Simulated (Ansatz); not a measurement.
## Nudged elastic band, with input and output: C2H6O2Sn (part 2 of 2)

Continued. System: C2H6O2Sn. Method: RKS PBE0-D4/def2-SVP (Ansatz 0.2.0). It belongs to a series of runs on one base structure; here: band between the two ends.

Geometry of the input (Å):
```
O  0.5786  0.4099  1.6447
C  0.9015  -0.4926  0.7012
O  1.9078  -1.2645  1.1193
C  0.3239  -0.6422  -0.5087
Sn -1.2592  0.5630  -1.1883
H  -0.1550  0.9605  1.3325
H  2.1563  -0.9733  2.0060
H  0.7282  -1.4395  -1.1342
H  -1.5687  1.6682  0.1120
H  -0.8556  1.4815  -2.5778
H  -2.6924  -0.3278  -1.4862
```

## Log, continued
```
NEB iter  48: max|band force component| = 6.499e-2 eV/Å  barrier→ = 1.9109 eV  barrier← = 2.7547 eV  CI = image 3  Δτ_max = 0.0117 Å  (168 SCF iters)
the calculation of the forces begins
reference -12085.25875542 eV, -444.1250675792 hartree; 28, 28 occupied and 84, 84 virtual orbitals, 1308 factors
1314 factors; integrals over basis functions are off by at most 8.6e-4 eV
mean field evaluation 2592: about -12071.5364 eV, gradient 7.0e1 eV
mean field -12082.53641125 eV, -444.0250232762 hartree, gradient 2.6e-5 eV, S^2 0.000000; 1 other end points of the search recorded, 0 dependent functions left out
the calculation of the forces begins
reference -12082.53644020 eV, -444.0250243401 hartree; 28, 28 occupied and 84, 84 virtual orbitals, 1314 factors
NEB iter  49: max|band force component| = 4.060e-2 eV/Å  barrier→ = 1.9108 eV  barrier← = 2.7546 eV  CI = image 3  Δτ_max = 0.0000 Å  (374 SCF iters)
```

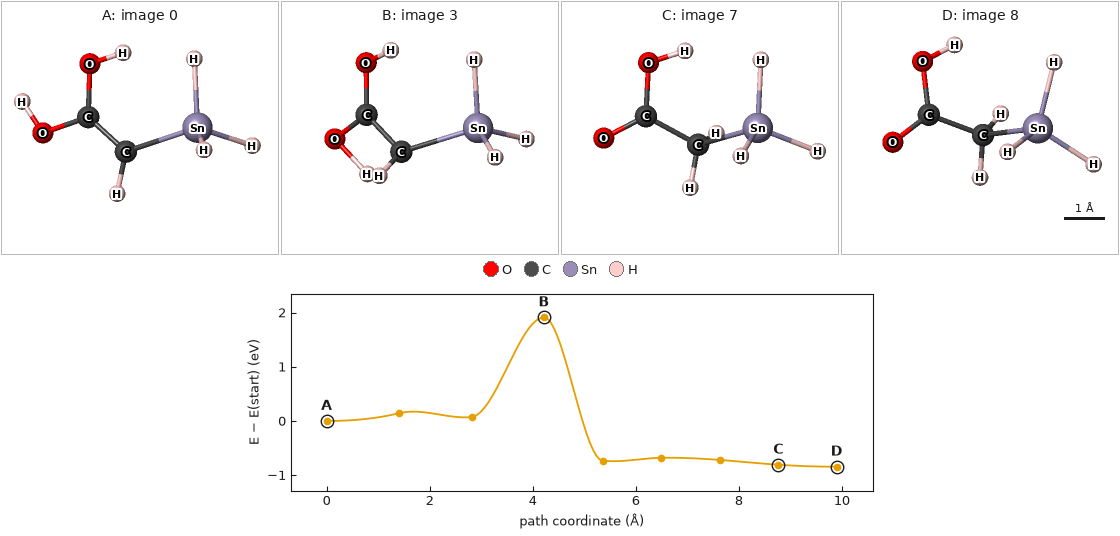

Images of the last band (counted from 0; ball-and-stick, seen at a tilt) above the energy along the path; the line is a cubic interpolation that uses the forces. The highest image is number 3, 1.911 eV above the start and 2.755 eV above the end (the climbing image); the end lies 0.844 eV below the start. The path is 9.90 Å long. The band converged in 49 iterations.

```
Total energy: -12082.73681441 eV, -444.0323879566 hartree
Atom 0 at     0.687697     0.713892     1.823243 Å, force    -0.003671    -0.004910     0.000381 eV/Å
Atom 1 at     0.957476    -0.296543     1.035694 Å, force    -0.005234     0.008278    -0.012993 eV/Å
Atom 2 at     1.627923    -1.271644     1.492878 Å, force     0.005420     0.001521     0.004878 eV/Å
Atom 3 at     0.515158    -0.566984    -0.302524 Å, force    -0.004477     0.006141     0.020691 eV/Å
Atom 4 at    -1.247600     0.333305    -1.070470 Å, force    -0.004150     0.001034    -0.003559 eV/Å
Atom 5 at     0.220349     1.397610     1.319123 Å, force     0.003642    -0.005125    -0.002930 eV/Å
Atom 6 at     1.140194    -1.717725     0.435136 Å, force     0.001469    -0.009484    -0.007365 eV/Å
Atom 7 at     1.361931    -0.554416    -1.003644 Å, force     0.005763     0.001501     0.000597 eV/Å
Atom 8 at    -1.464638     1.796252    -0.156824 Å, force     0.000939     0.000972    -0.001396 eV/Å
Atom 9 at    -1.090540     0.737755    -2.725604 Å, force     0.000447    -0.001749    -0.000007 eV/Å
Atom 10 at    -2.642652    -0.628402    -0.826411 Å, force    -0.000148     0.001818     0.001703 eV/Å
Dipole moment:    -0.100017     0.328487    -0.248579 e Å
this run last wrote the band of iteration 49 to [file]
```

## The last band as extended XYZ (Å, eV, eV/Å)
```
11
Properties=species:S:1:pos:R:3:forces:R:3 image=0 energy=-12084.64758
O     0.5786    0.4099    1.6447    0.0072  -0.0068  -0.0122
C     0.9015   -0.4926    0.7012   -0.0144  -0.0043   0.0018
O     1.9078   -1.2645    1.1193    0.0040   0.0041   0.0005
C     0.3239   -0.6422   -0.5087    0.0057   0.0105   0.0171
Sn   -1.2592    0.5630   -1.1883    0.0089  -0.0080   0.0011
H    -0.1550    0.9605    1.3325    0.0004   0.0063   0.0017
H     2.1563   -0.9733    2.0060   -0.0021  -0.0029  -0.0008
H     0.7282   -1.4395   -1.1342    0.0059  -0.0032  -0.0067
H    -1.5687    1.6682    0.1120   -0.0061  -0.0007  -0.0002
H    -0.8556    1.4815   -2.5778   -0.0067  -0.0057   0.0021
H    -2.6924   -0.3278   -1.4862   -0.0028   0.0107  -0.0043
11
Properties=species:S:1:pos:R:3:forces:R:3 image=1 energy=-12084.50490
O     0.4658    0.2340    1.8122    0.0310  -0.0689  -0.0262
C     0.9390   -0.4170    0.7318    0.0136  -0.0298  -0.0568
O     1.9943   -1.1837    1.0365    0.0296  -0.0355  -0.1108
C     0.4823   -0.3429   -0.5304   -0.0107  -0.0184  -0.0489
Sn   -1.2663    0.6221   -1.1906   -0.0101   0.0193  -0.0097
H    -0.1803    0.8971    1.5354   -0.0079  -0.0767   0.0076
H     1.8859   -1.5471    1.9202    0.0141   0.1448   0.2979
H     1.0243   -0.9777   -1.2337   -0.0366  -0.0130  -0.0582
H    -1.5161    2.0582   -0.2672    0.0031  -0.0042   0.0157
H    -1.1318    0.9912   -2.8542   -0.0127   0.0472   0.0103
H    -2.6321   -0.3912   -0.9393   -0.0133   0.0352  -0.0209
11
Properties=species:S:1:pos:R:3:forces:R:3 image=2 energy=-12084.57487
O     0.5056    0.6019    1.7974   -0.0196  -0.0117  -0.0020
C     0.8917   -0.3140    0.9091    0.0014  -0.0073  -0.0208
O     1.8291   -1.0826    1.4705    0.0227   0.0246  -0.0081
C     0.4288   -0.4673   -0.3538   -0.0124   0.0114  -0.0048
Sn   -1.2587    0.5221   -1.1296   -0.0034   0.0216  -0.0040
H    -0.0519    1.2536    1.3519   -0.0249  -0.0165   0.0015
H     1.9835   -1.8214    0.8719    0.0941  -0.0114   0.0515
H     0.9300   -1.2144   -0.9748   -0.0499  -0.0704   0.0010
H    -1.5014    1.9217   -0.1462   -0.0038   0.0153   0.0010
H    -1.0215    0.9927   -2.7572    0.0010   0.0243  -0.0023
H    -2.6699   -0.4492   -1.0186   -0.0051   0.0203  -0.0130
11
Properties=species:S:1:pos:R:3:forces:R:3 image=3 energy=-12082.73678
O     0.6877    0.7139    1.8232   -0.0037  -0.0049   0.0004
C     0.9575   -0.2965    1.0357   -0.0052   0.0083  -0.0130
O     1.6279   -1.2716    1.4929    0.0054   0.0015   0.0049
C     0.5152   -0.5670   -0.3025   -0.0045   0.0061   0.0207
Sn   -1.2476    0.3333   -1.0705   -0.0042   0.0010  -0.0036
H     0.2203    1.3976    1.3191    0.0036  -0.0051  -0.0029
H     1.1402   -1.7177    0.4351    0.0015  -0.0095  -0.0074
H     1.3619   -0.5544   -1.0036    0.0058   0.0015   0.0006
H    -1.4646    1.7963   -0.1568    0.0009   0.0010  -0.0014
H    -1.0905    0.7378   -2.7256    0.0004  -0.0017   0.0000
H    -2.6427   -0.6284   -0.8264   -0.0001   0.0018   0.0017
11
Properties=species:S:1:pos:R:3:forces:R:3 image=4 energy=-12085.38064
O     0.7740    0.7853    1.7524    0.0081  -0.0041  -0.0379
C     1.0329   -0.4085    1.1909    0.0203  -0.0051   0.0658
O     1.6008   -1.2567    1.8165   -0.0062   0.0185   0.0988
C     0.6177   -0.6242   -0.2468    0.0238  -0.0036   0.0121
Sn   -1.2196    0.2921   -0.9668    0.0132  -0.0195   0.0185
H     0.2671    1.3513    1.1556    0.0058  -0.0001  -0.0442
H     0.6158   -1.7143   -0.3717   -0.1305  -0.0035  -0.1926
H     1.4176   -0.2403   -0.9019    0.0187   0.0789   0.0324
H    -1.3748    1.7758   -0.1001    0.0177  -0.0075   0.0028
H    -1.0719    0.6593   -2.6314    0.0120  -0.0347   0.0153
H    -2.5942   -0.6767   -0.6761    0.0170  -0.0192   0.0288
11
Properties=species:S:1:pos:R:3:forces:R:3 image=5 energy=-12085.32719
O     0.7893    0.7722    1.7211    0.0035   0.0049   0.0280
C     1.1866   -0.3487    1.1042   -0.0061   0.0064  -0.0393
O     2.0638   -1.0171    1.5691   -0.0097  -0.0043   0.0145
C     0.5084   -0.7301   -0.2049    0.0013   0.0000   0.0028
Sn   -1.1850    0.3936   -0.9629   -0.0016  -0.0011   0.0028
H     0.0587    1.1972    1.2499    0.0082  -0.0073  -0.0096
H     0.2165   -1.7866   -0.1109    0.0029  -0.0018  -0.0046
H     1.2923   -0.7137   -0.9784    0.0050   0.0052   0.0045
H    -1.4314    1.7037    0.1353    0.0015   0.0025  -0.0037
H    -0.8369    1.0387   -2.5062   -0.0041  -0.0028   0.0003
H    -2.5970   -0.5661   -0.9958   -0.0009  -0.0016   0.0043
11
Properties=species:S:1:pos:R:3:forces:R:3 image=6 energy=-12085.36658
O     0.9417    0.7414    1.6659    0.0025  -0.0095   0.0046
C     1.3594   -0.2681    0.8846   -0.0004   0.0125  -0.0085
O     2.4565   -0.7248    1.0258    0.0224   0.0242  -0.0302
C     0.3742   -0.8224   -0.1272   -0.0019  -0.0077   0.0044
Sn   -1.1786    0.4590   -0.9389    0.0038   0.0024  -0.0031
H     0.0627    1.0462    1.4026   -0.0101  -0.0126   0.0132
H    -0.1467   -1.6671    0.3539   -0.0167   0.0104   0.0265
H     0.9639   -1.2532   -0.9475   -0.0133  -0.0265   0.0065
H    -1.4214    1.7136    0.2204   -0.0060  -0.0049   0.0034
H    -0.7148    1.1472   -2.4298    0.0160   0.0103   0.0030
H    -2.6317   -0.4288   -1.0892    0.0038   0.0015  -0.0197
11
Properties=species:S:1:pos:R:3:forces:R:3 image=7 energy=-12085.45556
O     1.1058    0.7208    1.6320   -0.0003  -0.0112  -0.0050
C     1.4252   -0.1819    0.6804    0.0066   0.0119  -0.0021
O     2.5735   -0.3980    0.4221    0.0044   0.0181  -0.0344
C     0.2636   -0.8664    0.0117   -0.0039  -0.0034   0.0058
Sn   -1.1664    0.4602   -0.9566    0.0031   0.0007  -0.0024
H     0.1483    0.8206    1.6982    0.0023  -0.0130   0.0232
H    -0.3162   -1.4373    0.7557   -0.0095   0.0129   0.0196
H     0.6602   -1.5701   -0.7308   -0.0147  -0.0157   0.0121
H    -1.5577    1.6815    0.1885   -0.0100  -0.0034  -0.0017
H    -0.4994    1.1588   -2.3627    0.0162   0.0044   0.0041
H    -2.5717   -0.4451   -1.3179    0.0058  -0.0014  -0.0193
11
Properties=species:S:1:pos:R:3:forces:R:3 image=8 energy=-12085.49136
O     1.2986    0.6895    1.6365   -0.0186  -0.0005   0.0095
C     1.4127   -0.1014    0.5470   -0.0033  -0.0186  -0.0184
O     2.4444   -0.1432   -0.0593    0.0006   0.0064   0.0080
C     0.1695   -0.8426    0.1535    0.0029   0.0053   0.0104
Sn   -1.1768    0.4296   -1.0002   -0.0007  -0.0038  -0.0026
H     0.4215    0.5981    2.0270    0.0170   0.0069  -0.0052
H    -0.3941   -1.2204    1.0212    0.0038  -0.0027  -0.0063
H     0.4481   -1.6861   -0.4908   -0.0028   0.0023   0.0020
H    -1.8996    1.5480    0.0800   -0.0005   0.0019   0.0005
H    -0.2795    1.2428   -2.2018    0.0012   0.0031  -0.0004
H    -2.3796   -0.5711   -1.6924    0.0004  -0.0004   0.0025
```

## Summary

```json
{"quantity": "outcome", "value": "converged"}
{"quantity": "barrier, forward", "value": "1.911 eV"}
{"quantity": "barrier, backward", "value": "2.755 eV"}
{"quantity": "hardware", "value": "2 threads of AMD EPYC (Zen 4), 16 GiB of memory available, shared host"}
{"quantity": "wall time", "value": "13 min (CPU time 26 min)"}
{"quantity": "peak memory", "value": "0.29 GiB"}
```

The order of the saddle point was not checked.
